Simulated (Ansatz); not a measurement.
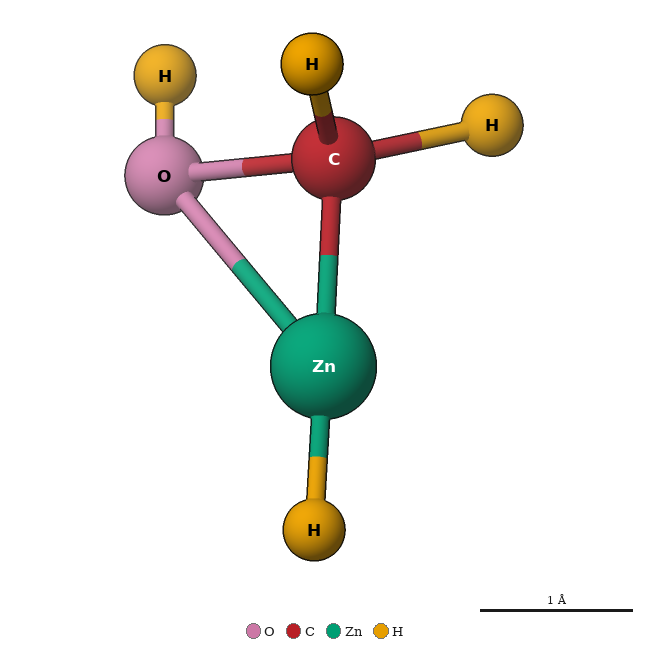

Starting geometry of the run.

Ansatz 0.2.0 input:

```yaml
crystal:
  periodic: [false, false, false]
  atoms:
    - {symbol: O, position_ang: [-1.030486, -0.280412, -0.643335]}
    - {symbol: C, position_ang: [-0.046654, 0.394534, 0.165751]}
    - {symbol: Zn, position_ang: [0.846589, -0.699829, 0.083948]}
    - {symbol: H, position_ang: [-1.486078, 0.232315, -0.624255]}
    - {symbol: H, position_ang: [-0.300095, 0.585179, 1.287430]}
    - {symbol: H, position_ang: [0.475777, 1.335508, -0.281869]}
    - {symbol: H, position_ang: [1.540947, -1.567296, 0.012330]}
basis:
  gaussian: {orbitals: def2-SVP}
hamiltonian: {xc: pbe, dispersion: d4}
relax: {f_tol: 0.03, max_steps: 250}
```

Command:

```sh
ansatz run in.yaml --threads 2 --pin off --events-out ev --progress --plain --max-ram 4352MiB
```

Output (its end):

```
mean field -51547.19200464 eV, -1894.3243662288 hartree, gradient 1.8e-5 eV, S^2 0.000000; 1 other end points of the search recorded, 0 dependent functions left out
the calculation of the forces begins
reference -51547.19204841 eV, -1894.3243678373 hartree; 24, 24 occupied and 55, 55 virtual orbitals, 891 factors
Total energy: -51547.28381484 eV, -1894.3277401914 hartree
Atom 0 at    -1.277436    -0.021178    -0.641469 Å, force    -0.005188     0.007313     0.000732 eV/Å
Atom 1 at    -0.156272     0.419601     0.123429 Å, force    -0.008172    -0.000513    -0.004235 eV/Å
Atom 2 at     1.212700    -0.998924     0.121966 Å, force    -0.000280    -0.000346    -0.000232 eV/Å
Atom 3 at    -1.941835     0.692960    -0.628964 Å, force     0.005720    -0.010088    -0.001847 eV/Å
Atom 4 at    -0.430879     0.657687     1.184505 Å, force     0.006029     0.001164     0.001038 eV/Å
Atom 5 at     0.296085     1.360664    -0.286137 Å, force     0.004337    -0.000434     0.004369 eV/Å
Atom 6 at     2.297636    -2.110811     0.126670 Å, force    -0.002446     0.002905     0.000174 eV/Å
Dipole moment:    -0.058200     0.321587     0.124800 e Å
```
